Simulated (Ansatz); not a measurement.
**C4H14N2Si: density, localisation and related maps**

Input

```
crystal:
  periodic: [false, false, false]
  atoms:
    - {symbol: C, position_ang: [1.061960, -1.916750, -1.628160]}
    - {symbol: N, position_ang: [0.400570, -0.742520, -1.123120]}
    - {symbol: C, position_ang: [0.601640, 0.434280, -1.930070]}
    - {symbol: Si, position_ang: [-0.781910, -0.779030, 0.116660]}
    - {symbol: N, position_ang: [-0.570940, 0.572760, 1.148560]}
    - {symbol: C, position_ang: [-1.662270, 1.318740, 1.717630]}
    - {symbol: C, position_ang: [0.710850, 0.873280, 1.734350]}
    - {symbol: H, position_ang: [0.700660, -2.201840, -2.627050]}
    - {symbol: H, position_ang: [0.897470, -2.763070, -0.958680]}
    - {symbol: H, position_ang: [2.145370, -1.753060, -1.707170]}
    - {symbol: H, position_ang: [0.107140, 1.294450, -1.473900]}
    - {symbol: H, position_ang: [1.670160, 0.672350, -2.018730]}
    - {symbol: H, position_ang: [0.205720, 0.311870, -2.948790]}
    - {symbol: H, position_ang: [-0.587450, -2.122430, 0.740340]}
    - {symbol: H, position_ang: [-2.204240, -0.658920, -0.323860]}
    - {symbol: H, position_ang: [-1.496600, 2.399410, 1.610240]}
    - {symbol: H, position_ang: [-1.793680, 1.113080, 2.790020]}
    - {symbol: H, position_ang: [-2.597140, 1.069760, 1.212130]}
    - {symbol: H, position_ang: [1.497590, 0.304170, 1.234690]}
    - {symbol: H, position_ang: [0.743470, 0.633920, 2.807280]}
    - {symbol: H, position_ang: [0.951650, 1.939540, 1.627610]}
basis:
  gaussian: {orbitals: def2-SVP}
hamiltonian: {xc: hf}
accuracy: high
output: {forces: true, orbitals: {seedname: orbitals}}
```

Launched as:

```sh
ansatz run in.yaml --threads 1 --pin off --max-ram 3480MiB --events-out events.jsonl --progress --plain --runs-dir runs
```

Geometry: PBE0-D4/def2-TZVP.

Theory: isolated molecule in a Gaussian basis; Hartree-Fock in Ansatz.

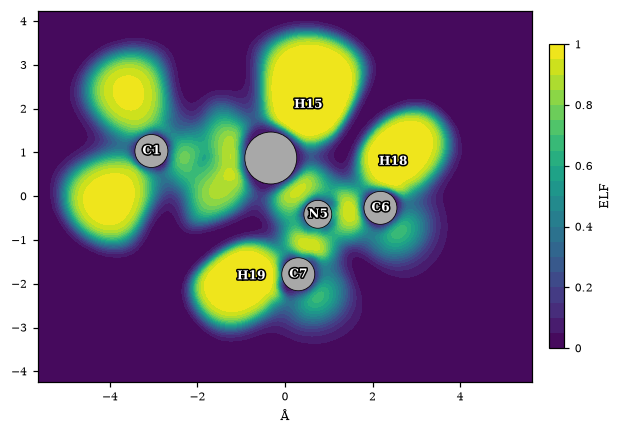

Figure 1. ELF on the plane of atoms N5, C7 and H19. Grey discs cover the atomic cores.

**Describe what can be read from this map.**

The section cuts through C, N and H sites.
C–N (1.44 Å): the ELF peaks at about 0.95 between the atoms (a covalent bond).
C–H (1.09 Å): the ELF climbs to about 1 towards the hydrogen, as it does in any bond to H: an ordinary covalent bond to hydrogen.

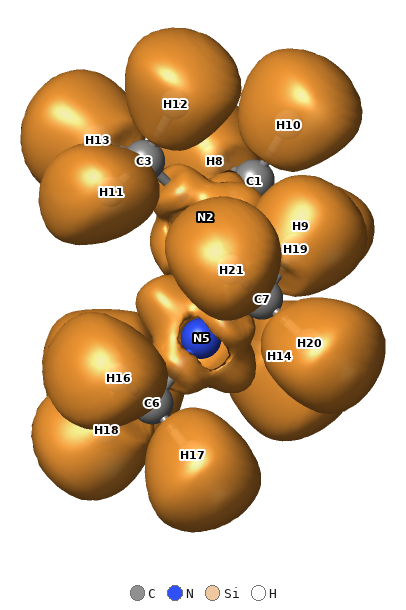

Figure 2. Isosurface of the ELF at 0.75 (orange), seen at an oblique angle. Only the valence region is drawn (cores and ρ < 0.01 e/Å³ removed).

**Describe the localisation domains.**

The surface consists of 14 regions around hydrogen nuclei and two regions on N in which the atom's valence shell and bonds are merged.


 Si–N (1.71 Å): the ELF peaks at about 0.95 between the atoms (a shared but strongly polarised pair).

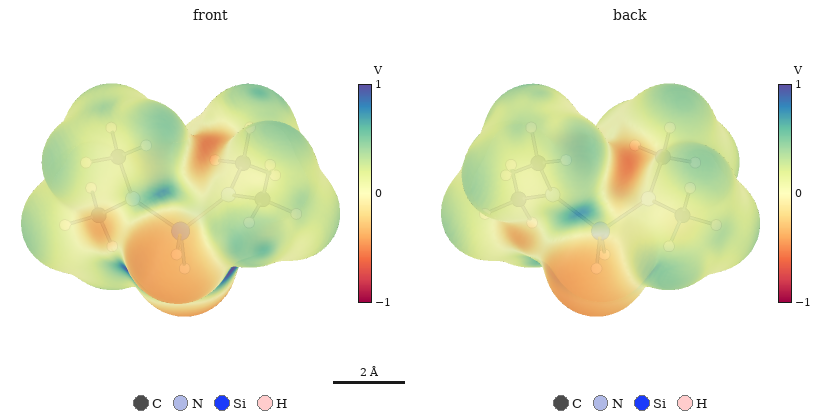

Figure 3. The electrostatic potential painted on the density surface at 0.002 e/bohr³, seen from the front and from behind; red is negative and blue positive.

**Which sites attract a positive test charge, and which a negative one?**

A positive charge is drawn to the negative regions and a negative charge to the positive ones. The most negative region (about −0.5 V) lies over N2 and N5, the most positive (about +0.9 V) over Si4.

**How polar is the molecule by this calculation?**

Its dipole moment is 0.84 D.
